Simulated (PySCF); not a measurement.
# B2H9N2P: runs on many settings

Aim: see how B2H9N2P (`P[BH-]1[NH2+][BH2-][NH2+]1`) answers to the choice of functional, basis, grid and SCF options.

Computed with PySCF 2.14.0, with density-fitted response routines of our own, on a single molecule in the gas phase. Atoms count from 0, in the outputs and in this text.

2 further runs of the same task are left out: 2 set aside as unsound or not needed.

### 1 The molecule as given

14 atoms, charge 0, multiplicity 1; geometry from: GFN2-xTB.

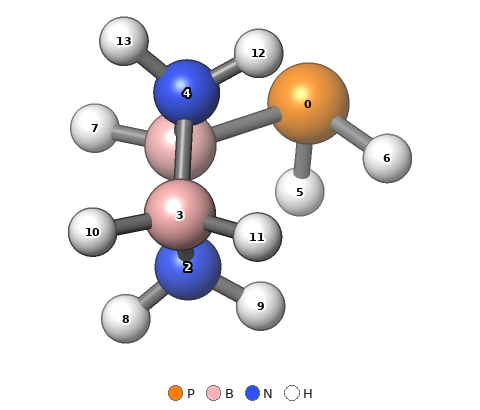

The starting geometry (phosphorus orange, boron pink, nitrogen blue, hydrogen white), atoms numbered; sticks join atoms by distance.

### 2 J couplings: PBE0/6-31G*

What the job is given:

```
{"job": {"kind": "j", "xc": "PBE0", "basis": "6-31G*"}, "charge": 0, "multiplicity": 1}
P      1.944044    -0.629035     1.096985
B      0.221608     0.275559     0.778110
N      0.086021     0.884149    -0.674751
B     -1.200322    -0.036000    -0.878132
N     -0.944739    -0.758518     0.519604
H      2.735669     0.458000     0.760004
H      2.064830    -1.172502    -0.178842
H     -0.044174     1.060645     1.626208
H     -0.075640     1.882195    -0.722961
H      0.851058     0.659849    -1.300965
H     -2.196179     0.604842    -0.859101
H     -1.088879    -0.774218    -1.799418
H     -0.641962    -1.721694     0.432120
H     -1.712013    -0.733746     1.178972
```

Method: PBE0/6-31G* indirect spin-spin coupling, non-relativistic, gas phase.

On the command line:

```console
OMP_NUM_THREADS=1 python probes_run.py task.json out
```

The driver reads the jobs from task.json and runs them one after another.

Standard output:

```text
coarse grid: 11504 points
cycle   1  E = -505.7015533214  dE =  4.348e-01  |g| = 3.802e-01  |ddm| = 3.129e+00
cycle   2  E = -505.7115230585  dE = -9.970e-03  |g| = 3.680e-01  |ddm| = 8.352e-01
cycle   3  E = -505.7459392454  dE = -3.442e-02  |g| = 6.380e-02  |ddm| = 4.279e-01
cycle   4  E = -505.7469214108  dE = -9.822e-04  |g| = 1.888e-02  |ddm| = 9.526e-02
cycle   5  E = -505.7470135135  dE = -9.210e-05  |g| = 2.841e-03  |ddm| = 2.080e-02
cycle   6  E = -505.7470155547  dE = -2.041e-06  |g| = 1.193e-03  |ddm| = 5.346e-03
final grid: 104680 points
cycle   7  E = -505.6960874052  dE = -2.770e-05  |g| = 9.343e-03  |ddm| = 2.668e-02
cycle   8  E = -505.6960723513  dE =  1.505e-05  |g| = 1.241e-02  |ddm| = 2.199e-02
cycle   9  E = -505.6961099676  dE = -3.762e-05  |g| = 6.240e-04  |ddm| = 1.242e-02
cycle  10  E = -505.6961100704  dE = -1.028e-07  |g| = 1.382e-04  |ddm| = 6.960e-04
cycle  11  E = -505.6961100748  dE = -4.413e-09  |g| = 3.105e-05  |ddm| = 1.646e-04
cycle  12  E = -505.6961100751  dE = -2.591e-10  |g| = 1.121e-05  |ddm| = 5.823e-05
converged SCF energy = -505.6961100751

Indirect spin-spin couplings (Hz)
  i      j    bonds     total        FC       PSO       DSO        SD
  0 P    1 B    1     43.541    42.766    -2.783     0.241     3.317
  0 P    2 N    2      2.405     1.277     1.017    -0.001     0.112
  0 P    3 B    3      0.554     0.693    -0.039    -0.089    -0.011
  0 P    4 N    2     -6.081    -6.399     0.222    -0.005     0.101
  0 P    5 H    1    191.246   185.557     4.680     0.433     0.576
  0 P    6 H    1    171.340   164.963     5.294     0.487     0.597
  0 P    7 H    2     14.581    14.961    -0.536    -0.100     0.257
  0 P    8 H    3     -0.078     0.753    -0.238    -0.506    -0.087
  0 P    9 H    3      3.265     4.724    -0.664     0.155    -0.949
  0 P   10 H    4     -0.293    -0.115     0.207    -0.430     0.045
  0 P   11 H    4      0.363     0.717    -0.087    -0.194    -0.073
  0 P   12 H    3      6.466     6.455     0.033     0.233    -0.254
  0 P   13 H    3      2.900     3.108     0.236    -0.473     0.029
  1 B    2 N    1    -12.764   -12.216    -0.116    -0.115    -0.317
  1 B    3 B    2     -4.365    -4.390    -0.056     0.086    -0.005
  1 B    4 N    1    -14.002   -13.412    -0.145    -0.115    -0.330
  1 B    5 H    2     -3.624    -3.571    -0.191     0.105     0.032
  1 B    6 H    2     -4.469    -4.369    -0.208     0.079     0.029
  1 B    7 H    1    134.848   134.229    -0.938     1.289     0.268
  1 B    8 H    2     -1.997    -1.988     0.269    -0.363     0.084
  1 B    9 H    2     -3.085    -3.121     0.243    -0.298     0.091
  1 B   10 H    3      0.159     0.262     0.125    -0.196    -0.031
  1 B   11 H    3      0.838     0.982     0.194    -0.317    -0.022
  1 B   12 H    2     -2.821    -2.843     0.240    -0.299     0.082
  1 B   13 H    2     -2.143    -2.135     0.276    -0.366     0.083
  2 N    3 B    1    -11.585   -10.898    -0.234    -0.097    -0.357
  2 N    4 N    2      3.324     3.228     0.065     0.007     0.025
  2 N    5 H    3     -1.157    -1.168     0.049    -0.053     0.016
  2 N    6 H    3     -2.664    -2.618     0.020    -0.082     0.017
  2 N    7 H    2     -0.400    -0.316    -0.061    -0.003    -0.020
  2 N    8 H    1    -71.922   -69.316    -2.162    -0.355    -0.089
  2 N    9 H    1    -72.806   -70.232    -2.129    -0.374    -0.071
  2 N   10 H    2      0.133     0.203    -0.068     0.010    -0.012
  2 N   11 H    2      0.145     0.201    -0.057     0.013    -0.012
  2 N   12 H    3     -0.979    -1.008    -0.123     0.139     0.013
  2 N   13 H    3     -2.935    -3.003    -0.135     0.190     0.013
  3 B    4 N    1    -11.679   -10.999    -0.231    -0.097    -0.353
  3 B    7 H    3      0.070     0.223     0.132    -0.254    -0.030
  3 B    8 H    2     -2.127    -2.036     0.290    -0.464     0.083
  3 B    9 H    2     -2.828    -2.737     0.225    -0.388     0.071
  3 B   10 H    1    128.176   127.836    -0.915     1.007     0.248
  3 B   11 H    1    129.811   129.463    -0.912     1.009     0.250
  3 B   12 H    2     -2.808    -2.716     0.227    -0.392     0.073
  3 B   13 H    2     -2.082    -1.990     0.296    -0.472     0.084
  4 N    5 H    3     -3.995    -4.097    -0.037     0.139    -0.001
  4 N    6 H    3     -0.458    -0.431    -0.012    -0.031     0.017
  4 N    7 H    2      0.411     0.501    -0.068    -0.003    -0.020
  4 N    8 H    3     -2.988    -3.054    -0.135     0.189     0.012
  4 N    9 H    3     -0.991    -1.011    -0.130     0.139     0.012
  4 N   10 H    2      0.092     0.162    -0.067     0.011    -0.014
  4 N   11 H    2      0.084     0.141    -0.058     0.014    -0.013
  4 N   12 H    1    -71.956   -69.329    -2.183    -0.373    -0.072
  4 N   13 H    1    -72.959   -70.377    -2.138    -0.353    -0.091
  5 H    6 H    2    -14.988   -14.456     0.139    -0.670         -
  5 H    7 H    3      1.028     1.179    -0.037    -0.114         -
  5 H    8 H    4     -0.267    -0.262     0.142    -0.147         -
  5 H    9 H    4      0.287    -0.315    -0.750     1.352         -
  5 H   10 H    5     -0.504    -0.074     0.560    -0.990         -
  5 H   11 H    5     -0.528    -0.108     0.357    -0.777         -
  5 H   12 H    4     -1.524    -0.346     0.454    -1.632         -
  5 H   13 H    4     -0.927    -0.004     0.793    -1.716         -
  6 H    7 H    3      7.683     8.954     0.631    -1.902         -
  6 H    8 H    4     -0.379     0.073     0.852    -1.304         -
  6 H    9 H    4      0.753    -0.494    -1.225     2.472         -
  6 H   10 H    5     -0.162     0.137     0.577    -0.876         -
  6 H   11 H    5      0.446     0.029    -0.251     0.667         -
  6 H   12 H    4      0.344    -0.292    -0.738     1.374         -
  6 H   13 H    4     -0.686    -0.053     0.930    -1.563         -
  7 H    8 H    3      5.762     5.703    -0.201     0.260         -
  7 H    9 H    3      4.938     5.781     1.375    -2.219         -
  7 H   10 H    4      0.481     0.630     0.157    -0.305         -
  7 H   11 H    4     -1.079    -0.432     0.997    -1.644         -
  7 H   12 H    3      5.252     6.093     1.383    -2.224         -
  7 H   13 H    3      6.382     6.324    -0.193     0.251         -
  8 H    9 H    2    -12.386   -11.324     2.999    -4.061         -
  8 H   10 H    3      6.328     6.379    -0.195     0.145         -
  8 H   11 H    3      2.560     3.415     1.213    -2.068         -
  8 H   12 H    4     -1.327    -0.364     1.759    -2.722         -
  8 H   13 H    4     -0.337     0.328     1.087    -1.752         -
  9 H   10 H    3      4.780     5.688     1.371    -2.279         -
  9 H   11 H    3      6.603     6.559    -0.291     0.336         -
  9 H   12 H    4     -0.787    -0.409     0.606    -0.984         -
  9 H   13 H    4     -1.296    -0.336     1.761    -2.721         -
 10 H   11 H    2     -9.318    -8.533     0.517    -1.302         -
 10 H   12 H    3      4.821     5.730     1.379    -2.289         -
 10 H   13 H    3      6.222     6.281    -0.179     0.121         -
 11 H   12 H    3      6.611     6.571    -0.282     0.322         -
 11 H   13 H    3      2.605     3.459     1.221    -2.076         -
 12 H   13 H    2    -12.554   -11.497     2.998    -4.055         -
```

Run time: 33 s. Hardware: 1 thread, shared host.

The basis is not made for couplings: without tight functions at the nuclei these values are rough.

A choice of the couplings up to four bonds, sorted by the number of bonds, with means over like pairs; isotopes 11B, 1H, 15N, 31P:

```csv
pair,bonds,J (Hz),Fermi contact (Hz),dihedral (°)
P0–H5,1,181.3,175.3,–
B1–H7,1,134.8,134.2,–
B3–H11,1,129.8,129.5,–
B3–H10,1,128.2,127.8,–
N2–H8,1,-72.4,-69.8,–
N2–H9,1,-72.4,-69.8,–
P0–B1,1,43.5,42.8,–
B1–N2,1,-13.4,-12.8,–
N2–B3,1,-11.6,-10.9,–
H5–H6,2,-15.0,-14.5,–
P0–H7,2,14.6,15.0,–
H8–H9,2,-12.5,-11.4,–
H10–H11,2,-9.3,-8.5,–
B1–B3,2,-4.4,-4.4,–
B1–H5,2,-4.0,-4.0,–
N2–N4,2,3.3,3.2,–
B1–H9,2,-3.0,-3.0,–
B3–H9,2,-2.8,-2.7,–
H9–H11,3,6.6,6.6,-5
H8–H10,3,6.3,6.3,-10
H7–H8,3,6.1,6.0,8
H7–H9,3,5.1,5.9,135
P0–H9,3,4.9,5.6,6
H9–H10,3,4.8,5.7,-136
H5–H7,3,4.4,5.1,–
N2–H13,3,-3.0,-3.0,–
H8–H11,3,2.6,3.4,121
H8–H12,4,-1.3,-0.3,–
H7–H11,4,-1.1,-0.4,–
```

The spin-dipole term was solved for some atoms only; pairs without it lack that part.

Quadrupole couplings from the field gradients of the same density:

```csv
atom,isotope,eQq/h (MHz),η
N2,14N,-2.272,0.52
N4,14N,-2.230,0.55
B3,11B,-1.923,0.73
B1,11B,-1.506,0.61
```

### 3 Shielding tensors: B97-2/pcSseg-1

The job, as its differences from that of step 2:

```diff
@@ -1,2 +1,2 @@
-{"job": {"kind": "j", "xc": "PBE0", "basis": "6-31G*"}, "charge": 0, "multiplicity": 1}
+{"job": {"kind": "nmr", "xc": "B97-2", "basis": "pcSseg-1", "pop": true, "grid": 4}, "charge": 0, "multiplicity": 1}
 P      1.944044    -0.629035     1.096985
```

With the program's defaults for keys left out, this is: GIAO B97-2/pcSseg-1 NMR shielding, non-relativistic, gas phase.

Standard output:

```text
coarse grid: 11504 points
cycle   1  E = -505.9339753100  dE =  4.006e-01  |g| = 3.742e-01  |ddm| = 3.165e+00
cycle   2  E = -505.9384997265  dE = -4.524e-03  |g| = 3.953e-01  |ddm| = 8.681e-01
cycle   3  E = -505.9766035717  dE = -3.810e-02  |g| = 6.538e-02  |ddm| = 4.353e-01
cycle   4  E = -505.9776264699  dE = -1.023e-03  |g| = 2.118e-02  |ddm| = 1.125e-01
cycle   5  E = -505.9777284856  dE = -1.020e-04  |g| = 2.632e-03  |ddm| = 2.463e-02
cycle   6  E = -505.9777298754  dE = -1.390e-06  |g| = 1.241e-03  |ddm| = 5.327e-03
final grid: 282408 points
cycle   7  E = -505.9877734568  dE = -6.807e-05  |g| = 5.101e-03  |ddm| = 3.317e-02
cycle   8  E = -505.9877718082  dE =  1.649e-06  |g| = 5.523e-03  |ddm| = 1.250e-02
cycle   9  E = -505.9877806233  dE = -8.815e-06  |g| = 6.105e-04  |ddm| = 7.594e-03
cycle  10  E = -505.9877806882  dE = -6.497e-08  |g| = 2.814e-04  |ddm| = 8.185e-04
cycle  11  E = -505.9877807043  dE = -1.605e-08  |g| = 3.658e-05  |ddm| = 2.016e-04
cycle  12  E = -505.9877807046  dE = -2.773e-10  |g| = 1.457e-05  |ddm| = 6.228e-05
converged SCF energy = -505.9877807046

GIAO shielding tensors (ppm)
atom      isotropic    diamagn.    paramagn.     s11        s22        s33       span
  0 P      536.864     967.429    -430.565    472.909    536.420    601.264    128.355
  1 B      112.249     190.070     -77.821     96.727    113.788    126.231     29.504
  2 N      222.049     320.214     -98.165    184.537    229.551    252.060     67.523
  3 B      116.251     189.897     -73.646    103.542    114.735    130.477     26.935
  4 N      235.356     319.423     -84.067    218.265    231.876    255.926     37.661
  5 H       30.625      30.640      -0.015     26.654     27.630     37.592     10.939
  6 H       31.124      31.371      -0.247     27.397     29.597     36.378      8.981
  7 H       28.167      30.357      -2.190     27.299     27.460     29.741      2.442
  8 H       29.524      31.571      -2.047     23.327     25.917     39.328     16.001
  9 H       30.262      33.167      -2.905     24.721     28.204     37.863     13.141
 10 H       28.591      30.332      -1.741     25.150     28.610     32.012      6.862
 11 H       28.608      30.338      -1.730     25.082     28.139     32.604      7.522
 12 H       30.149      32.091      -1.942     24.455     27.850     38.142     13.687
 13 H       29.787      30.643      -0.856     23.430     25.607     40.324     16.894
```

It took 72 s on 1 thread, shared host.

The references, computed at this level on geometries of the same kind, shield at (ppm): ¹H TMS 31.82, ¹⁵N NH3 265.0, ³¹P PH3 606.1, ¹¹B BF3·OEt2 101.2. Their shielding less the atom's gives the shift. The references are single molecules in the gas phase, so shifts against H2O, NH3, PH3, H3PO4 or CFCl3 are not on the usual liquid scales and can be off by tens of ppm. Atoms listed in one row are averaged.

```csv
atoms,environment,σ (ppm),δ (ppm)
H7,"hydrogen on a boron bonded to 2 N, P, in a 4-membered ring",28.17,3.66
H10,"hydrogen on a boron bonded to 2 N, in a 4-membered ring",28.59,3.23
H11,"hydrogen on a boron bonded to 2 N, in a 4-membered ring",28.61,3.21
"H8, H13",hydrogen on a donor nitrogen of a Lewis adduct,29.66,2.17
"H9, H12",hydrogen on a donor nitrogen of a Lewis adduct,30.21,1.62
"H5, H6",hydrogen on a phosphorus bonded to B,30.87,0.95
P0,"phosphorus bonded to B, 2 H",536.9,69.3
B1,"boron bonded to 2 N, P, H, in a 4-membered ring",112.2,-11.1
B3,"boron bonded to 2 N, 2 H, in a 4-membered ring",116.3,-15.1
"N2, N4",donor nitrogen of a Lewis adduct,228.7,36.3
```

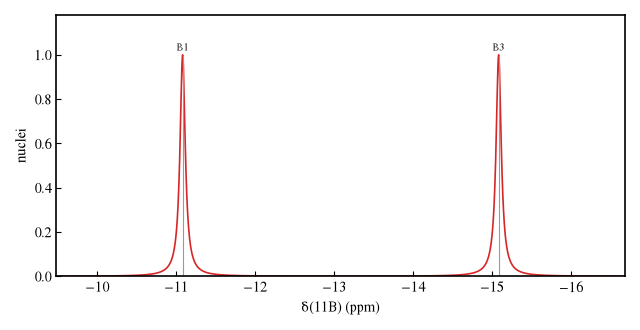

¹¹B lines at the computed shifts, without couplings. Lines are broadened to a width of 0.08 ppm (Lorentzian).

Charges from the same density, by scheme (e):

```csv
atoms,Mulliken,IAO,Hirshfeld,ESP fit
P0,-0.11,0.00,-0.06,-0.52
B1,0.03,-0.07,0.04,0.49
"N2, N4",-0.43,-0.43,-0.13,-0.70
B3,0.08,-0.07,0.04,0.34
```

ESP fit charges:

P0 -0.52; B1 0.49; N2 -0.65; B3 0.34; N4 -0.75; H5 0.11; H6 0.11; H7 -0.14; H8 0.31; H9 0.29; H10 -0.16; H11 -0.17; H12 0.38; H13 0.34

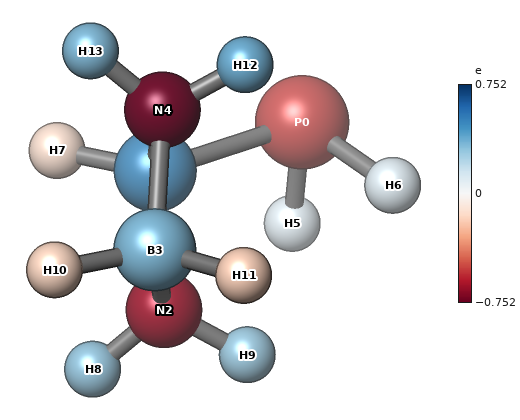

ESP fit charges, as colours on the atoms.

Mayer bond orders: P0–B1 1.07, B1–N2 0.72, N2–B3 0.72, B3–N4 0.72, N4–B1 0.73.

Ring of atoms B1, N2, B3, N4: NICS(0) -4.7, NICS(1) -0.4, NICS(1)zz 1.4 ppm (means of both faces).

### 4 Nuclear shieldings: PW91/pcseg-1

The job, as its differences from that of step 3:

```diff
@@ -1,2 +1,2 @@
-{"job": {"kind": "nmr", "xc": "B97-2", "basis": "pcSseg-1", "pop": true, "grid": 4}, "charge": 0, "multiplicity": 1}
+{"job": {"kind": "nmr", "xc": "PW91", "basis": "pcseg-1", "pop": false, "scf": {"guess": "huckel", "aux": "def2-universal-jkfit"}}, "charge": 0, "multiplicity": 1}
 P      1.944044    -0.629035     1.096985
```

Method: GIAO PW91/pcseg-1 NMR shielding, non-relativistic, gas phase.

Standard output:

```text
final grid: 104680 points
cycle   1  E = -504.4067077776  dE = -3.204e-01  |g| = 2.244e+00  |ddm| = 5.151e+00
cycle   2  E = -494.6812940074  dE =  9.725e+00  |g| = 4.979e+00  |ddm| = 3.406e+01
cycle   3  E = -505.5454004352  dE = -1.086e+01  |g| = 1.122e+00  |ddm| = 3.391e+01
cycle   4  E = -505.8520843188  dE = -3.067e-01  |g| = 5.089e-01  |ddm| = 2.495e+00
cycle   5  E = -505.9168445732  dE = -6.476e-02  |g| = 1.144e-01  |ddm| = 7.609e-01
cycle   6  E = -505.9209426377  dE = -4.098e-03  |g| = 5.396e-02  |ddm| = 3.194e-01
cycle   7  E = -505.9217068351  dE = -7.642e-04  |g| = 1.587e-02  |ddm| = 7.458e-02
cycle   8  E = -505.9217634214  dE = -5.659e-05  |g| = 4.873e-03  |ddm| = 2.313e-02
cycle   9  E = -505.9217690061  dE = -5.585e-06  |g| = 1.084e-03  |ddm| = 6.570e-03
cycle  10  E = -505.9217693766  dE = -3.706e-07  |g| = 1.722e-04  |ddm| = 1.675e-03
cycle  11  E = -505.9217693867  dE = -1.004e-08  |g| = 3.047e-05  |ddm| = 3.244e-04
cycle  12  E = -505.9217693870  dE = -3.150e-10  |g| = 1.012e-05  |ddm| = 7.788e-05
converged SCF energy = -505.9217693870

GIAO shielding tensors (ppm)
atom      isotropic    diamagn.    paramagn.     s11        s22        s33       span
  0 P      523.458     968.481    -445.024    459.292    520.676    590.404    131.112
  1 B      113.214     192.837     -79.622     95.789    115.478    128.376     32.587
  2 N      223.869     316.646     -92.776    184.595    232.497    254.516     69.921
  3 B      119.683     193.348     -73.666    104.866    118.939    135.242     30.376
  4 N      237.870     315.632     -77.762    220.157    236.186    257.267     37.109
  5 H       30.463      30.522      -0.060     26.601     27.614     37.173     10.572
  6 H       31.018      31.473      -0.455     27.425     29.473     36.155      8.731
  7 H       27.798      30.440      -2.642     27.108     27.220     29.065      1.957
  8 H       29.419      31.358      -1.939     23.449     26.173     38.636     15.187
  9 H       30.267      32.804      -2.537     25.012     28.488     37.302     12.290
 10 H       28.271      30.379      -2.108     24.949     28.486     31.379      6.431
 11 H       28.286      30.457      -2.170     24.816     27.921     32.122      7.306
 12 H       30.055      31.697      -1.642     24.691     28.026     37.448     12.757
 13 H       29.718      30.404      -0.686     23.582     25.798     39.774     16.192
```

Run time: 38 s. Hardware: 1 thread, shared host.

Key values: σ P0 523.5, B1 113.2, B3 119.7, N2 230.9, H7 27.80, H10 28.27 ppm (means over like atoms).

### 5 Comparing the runs: NMR shifts

Shifts (ppm) of some atoms, chosen among heavy atoms and hydrogens apart, means over like atoms, with basis size and wall time:

```csv
run,H7,H10,H11,H8,H5,P0,N2,functions,time
B97-2/pcSseg-1,3.66,3.23,3.21,2.17,0.95,69.3,36.3,137,72 s
PW91/pcseg-1,3.98,3.51,3.49,2.21,1.04,73.3,38.5,119,38 s
```

### 6 What came out

| quantity | value |
| --- | --- |
| largest coupling of the table (PBE0/6-31G*) | ¹J(P,H) P0–H5, 181.3 Hz |
| ¹H shifts against TMS (B97-2/pcSseg-1, means over atoms taken as alike) | 3.66, 3.23, 3.21, 2.17, 1.62, 0.95 ppm |
| ³¹P shifts against PH3 (B97-2/pcSseg-1) | 69.3 ppm |
| ¹¹B shifts against BF3·OEt2 (B97-2/pcSseg-1) | -11.1, -15.1 ppm |
| ¹⁵N shifts against NH3 (B97-2/pcSseg-1, means over atoms taken as alike) | 36.3 ppm |
| range of the shift of P0 | 69.3 to 73.3 ppm |

What this shows: Single values in the summary come from the first run of each kind that ended normally (PBE0/6-31G*; B97-2/pcSseg-1), which need not be the best level. In the run at PBE0/6-31G*, the largest coupling of the table is P0–H5 (mean over like pairs), 181.3 Hz, of which the Fermi-contact term gives 175.3 Hz. Couplings across rotatable bonds belong to this one conformer; where others are populated, the observed values are averages. At B97-2/pcSseg-1: The widest tensor belongs to P0: span 128 ppm, with a paramagnetic part of -431 ppm. Among the atoms with a shift in every run: In ppm, P0 moves most: its shift spreads over 4.1 ppm, from 69.3 (B97-2/pcSseg-1) to 73.3 (PW91/pcseg-1). Couplings from bases without tight functions are rough.
